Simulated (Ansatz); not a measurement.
**Ce (fcc, Cu type), generalised stacking-fault energy along a line**

Generalised stacking fault of Ce (fcc, Cu type) on the {111} plane. The cell below holds the perfect crystal with the plane normal along z; tilting its third vector by the shift puts one fault into each cell, between planes 2.73 Å apart, at fixed cell height.

```xyz
6
Lattice="3.3461 0.0000 0.0000 1.6730 2.8978 0.0000 0.0000 0.0000 16.3923" Properties=species:S:1:pos:R:3 pbc="T T T"
Ce     0.0000     0.0000    15.0263
Ce     3.3461     1.9319     1.3660
Ce     1.6730     0.9659     4.0981
Ce     0.0000     0.0000     6.8301
Ce     3.3461     1.9319     9.5622
Ce     1.6730     0.9659    12.2942
```

In-plane vectors a = (3.346, 0.000) Å, b = (1.673, 2.898) Å, area 9.70 Å². The shift is s times the vector a + b (length 5.796 Å), so s = 1 restores the start. Atoms relax along the normal only. γ = [E(shift) − E(0)] / area.

These are PBE (plane waves to 420 eV, PAW, scalar-relativistic; Ansatz, a first-principles code) values and carry that method's errors. k mesh 13×13×3 (Γ-centred), Fermi-Dirac smearing 0.05 eV. E is the zero-smearing estimate. With partly filled bands, the k mesh leaves noise in γ, roughly 0.02 J/m² as judged from a few cases. Faults lie only 16.4 Å apart, and holding the cell height raises γ above its relaxed value. Left out: 5 of 12 points, with atoms too close for the PAW data. Ce is run without spin polarisation. Ce was relaxed with its symmetry unable to fall. The relaxed volume of Ce is well below the measured one. The f-shell state is unchecked: a lower one may exist. γ is measured from zero shift.

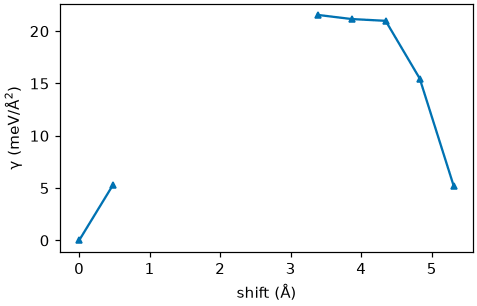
Figure. γ (meV/Å²) against shift (Å); markers are the computed points, lines only join them.

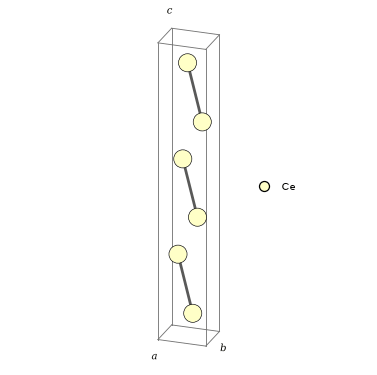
Fig. 1. The cell of the calculation at s = 0.583.

(The slope of γ gives the shear force per area between the displaced halves; near zero shift its curvature is an elastic stiffness.)
